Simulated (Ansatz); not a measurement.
**triplet CH6NPSi: levels of theory compared**

Wanted: a comparison of 4 runs (U-wB97M-V/def2-SVP, UB3LYP/def2-SVP, UPBE0/def2-SVP, UMP2/def2-SVP) of triplet CH6NPSi. 

Program for the calculation: Ansatz 0.2.0.

102 further runs of the same task are left out: 102 set aside as unsound or not needed. Runs told in other sessions of the task aren't counted.

## 1. The system as given

CH6NPSi has 10 atoms, charge 0, and is taken as a triplet. SMILES of the parent species: `C1NP[SiH2]1`. The shape is that of a PBE0-D4/def2-TZVP optimisation. That shape belongs to the parent species and isn't relaxed for this state.

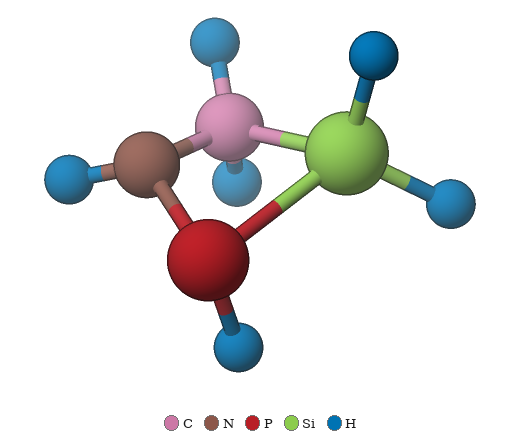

Viewed from a chosen angle; carbon pink, nitrogen brown, phosphorus red, silicon green, hydrogen blue.

## 2. A single-point energy at U-wB97M-V/def2-SVP (run 1)

Input file molecule.yaml:

```yaml
basis:
  gaussian:
    orbitals: def2-SVP
crystal:
  periodic: [false, false, false]
  atoms:
    - {symbol: C, position_ang: [-0.518900, 0.753700, -0.280300]}
    - {symbol: "N", position_ang: [0.388700, 0.867200, 0.865200]}
    - {symbol: P, position_ang: [0.973900, -0.716000, 1.275900]}
    - {symbol: Si, position_ang: [0.382300, -0.797300, -0.907400]}
    - {symbol: H, position_ang: [-0.525900, 1.647300, -0.910700]}
    - {symbol: H, position_ang: [-1.554200, 0.512400, 0.003600]}
    - {symbol: H, position_ang: [0.126500, 1.500500, 1.609100]}
    - {symbol: H, position_ang: [-0.253100, -1.393600, 1.631500]}
    - {symbol: H, position_ang: [1.493100, -0.499900, -1.848100]}
    - {symbol: H, position_ang: [-0.429200, -1.925500, -1.435800]}
magnetization:
  spin_polarized: true
  initial_magnetization: 2
output:
  orbitals: {seedname: orbitals}
hamiltonian:
  xc: {name: wB97M-V}
accuracy: high
```

Run with:

```
$ ansatz run molecule.yaml --threads 1 --pin off --max-ram 3480MiB --events-out events.jsonl --progress --plain --runs-dir runs
```

What it wrote, cut to the lines that bear on the results:

```text
Warning: RAYON_NUM_THREADS=1 ignored (pool sized by the plan → 1); use --threads N
Functional definition: wB97M-V
  name "wB97M-V"
[...]
  gx(w, u) = 1 - cx + cx01*u + cx10*w
  gss(w, u) = css00 + css04*u^4 + css10*w + css20*w^2 + css43*w^4*u^3
  gos(w, u) = cos00 + cos10*w + (cos20 + cos21*u)*w^2 + (cos60 + cos61*u)*w^6
[...]
      + integral(e_c_pw_mod_opposite_spin*gos(b97_w_opposite, b97_u_opposite)) + vv10(b, c)
2170 factors; integrals over basis functions are off by at most 3.6e-9 eV
397 factors; integrals over basis functions are off by at most 2.1e-9 eV
[...]
mean field -19775.62974973 eV, -726.7409888993 hartree, gradient 6.3e-8 eV, S^2 2.005616; 4 other end points of the search recorded, 0 dependent functions left out
reference -19775.62975408 eV, -726.7409890593 hartree; 25, 23 occupied and 69, 71 virtual orbitals, 2170 factors
Total energy: -19775.62975408 eV, -726.7409890593 hartree
```

Run time: 4.9 min. Hardware: 1 thread of Arm Neoverse V2, shared host; peak memory 1.2 GiB.

## 3. The energy at UB3LYP/def2-SVP (run 2)

Input file molecule.yaml:

```yaml
crystal:
  periodic: [false, false, false]
  atoms:
    - symbol: C
      position_ang: [-0.518900, 0.753700, -0.280300]
    - symbol: "N"
      position_ang: [0.388700, 0.867200, 0.865200]
    - symbol: P
      position_ang: [0.973900, -0.716000, 1.275900]
    - symbol: Si
      position_ang: [0.382300, -0.797300, -0.907400]
    - symbol: H
      position_ang: [-0.525900, 1.647300, -0.910700]
    - symbol: H
      position_ang: [-1.554200, 0.512400, 0.003600]
    - symbol: H
      position_ang: [0.126500, 1.500500, 1.609100]
    - symbol: H
      position_ang: [-0.253100, -1.393600, 1.631500]
    - symbol: H
      position_ang: [1.493100, -0.499900, -1.848100]
    - symbol: H
      position_ang: [-0.429200, -1.925500, -1.435800]
basis:
  gaussian: {orbitals: def2-SVP}
magnetization: {spin_polarized: true, initial_magnetization: 2}
hamiltonian: {xc: {name: B3LYP}}
accuracy: high
output: {orbitals: {seedname: orbitals}}
```

Run with:

```
$ ansatz run molecule.yaml --threads 1 --pin off --max-ram 3480MiB --events-out events.jsonl --progress --plain --runs-dir runs
```

What it wrote:

```text
Warning: RAYON_NUM_THREADS=1 ignored (pool sized by the plan → 1); use --threads N
Functional definition: B3LYP
  name "B3LYP"
  parameter a0 = 0.2
  parameter ax = 0.72
  parameter ac = 0.81
  exchange = (1 - a0 - ax)*slater_x + ax*b88_x + a0*exact_x
  correlation = (1 - ac)*vwn_rpa_c + ac*lyp_c
2170 factors; integrals over basis functions are off by at most 3.6e-9 eV
mean field evaluation 1: about -19770.8094 eV, gradient 4.2e1 eV
mean field evaluation 2: about -19730.5324 eV, gradient 9.3e1 eV
mean field evaluation 4: about -19778.6941 eV, gradient 1.1e1 eV
mean field evaluation 8: about -19779.4565 eV, gradient 7.8e-1 eV
mean field evaluation 16: about -19779.4616 eV, gradient 7.9e-3 eV
mean field evaluation 32: about -19779.4616 eV, gradient 3.0e-7 eV
mean field -19779.46156883 eV, -726.8818056540 hartree, gradient 7.7e-8 eV, S^2 2.006470; 4 other end points of the search recorded, 0 dependent functions left out
reference -19779.46161170 eV, -726.8818072295 hartree; 25, 23 occupied and 69, 71 virtual orbitals, 2170 factors
Total energy: -19779.46161170 eV, -726.8818072295 hartree
```

It took 26 s on 1 thread of Arm Neoverse V2, shared host; peak memory 0.49 GiB.

Run 3 isn't shown in full; the table further down has it.

## 4. The energy at UMP2/def2-SVP (run 4)

Input file run.yaml:

```yaml
crystal:
  periodic: [false, false, false]
  atoms:
    - {symbol: C, position_ang: [-0.518900, 0.753700, -0.280300]}
    - {symbol: "N", position_ang: [0.388700, 0.867200, 0.865200]}
    - {symbol: P, position_ang: [0.973900, -0.716000, 1.275900]}
    - {symbol: Si, position_ang: [0.382300, -0.797300, -0.907400]}
    - {symbol: H, position_ang: [-0.525900, 1.647300, -0.910700]}
    - {symbol: H, position_ang: [-1.554200, 0.512400, 0.003600]}
    - {symbol: H, position_ang: [0.126500, 1.500500, 1.609100]}
    - {symbol: H, position_ang: [-0.253100, -1.393600, 1.631500]}
    - {symbol: H, position_ang: [1.493100, -0.499900, -1.848100]}
    - {symbol: H, position_ang: [-0.429200, -1.925500, -1.435800]}
basis:
  gaussian:
    orbitals: def2-SVP
magnetization:
  spin_polarized: true
  initial_magnetization: 2
correlation:
  method: mp2
  frozen_orbitals: {C: 1, H: 0, "N": 1, P: 5, Si: 5}
accuracy: high
```

Run with:

```
$ ansatz run run.yaml --threads 1 --pin off --max-ram 3480MiB --events-out events.jsonl --progress --plain --runs-dir runs
```

What it wrote, cut to the lines that bear on the results:

```text
Warning: RAYON_NUM_THREADS=1 ignored (pool sized by the plan → 1); use --threads N
Functional definition: HF
  name "HF"
[...]
2170 factors; integrals over basis functions are off by at most 3.6e-9 eV
[...]
mean field -19728.40078861 eV, -725.0053565911 hartree, gradient 2.8e-8 eV, S^2 2.019697; 4 other end points of the search recorded, 0 dependent functions left out
12 core orbitals not correlated: weight in the atoms' cores, before any rotation towards them, 1.000 or more for the frozen orbitals, at most 0.000 for the correlated occupied ones
reference -19728.40078861 eV, -725.0053565911 hartree; 13, 11 occupied and 69, 71 virtual orbitals, 2170 factors
second order -13.92785864 eV of doubles, -0.00000000 eV of singles
Total energy: -19742.32864725 eV, -725.5171959556 hartree
```

It took 11 s on 1 thread of Arm Neoverse V2, shared host; peak memory 0.37 GiB.

## 5. All runs side by side

| run | level | frozen core orbitals | energy (Eh) | HOMO energy (eV) | ⟨S²⟩ | wall time |
| --- | --- | --- | --- | --- | --- | --- |
| 1 | U-wB97M-V/def2-SVP | – | -726.740989 | -3.92 | 2.006 | 4.9 min |
| 2 | UB3LYP/def2-SVP | – | -726.881807 | -1.98 | 2.006 | 26 s |
| 3 | UPBE0/def2-SVP | – | -726.485507 | -2.30 | 2.008 | 28 s |
| 4 | UMP2/def2-SVP | 12 | -725.517196 | – | 2.020 | 11 s |

## 6. Outcome

```
                                           quantity          value
                                run 4: total energy  -725.51720 Eh
run 4: correlation energy (12 core orbitals frozen)     -511.8 mEh
           run 4: ⟨S²⟩ of the reference determinant          2.020
```

**Reading.** Totals of different functionals can't be ranked against each other. All runs together took 6 min, the longest 4.9 min.
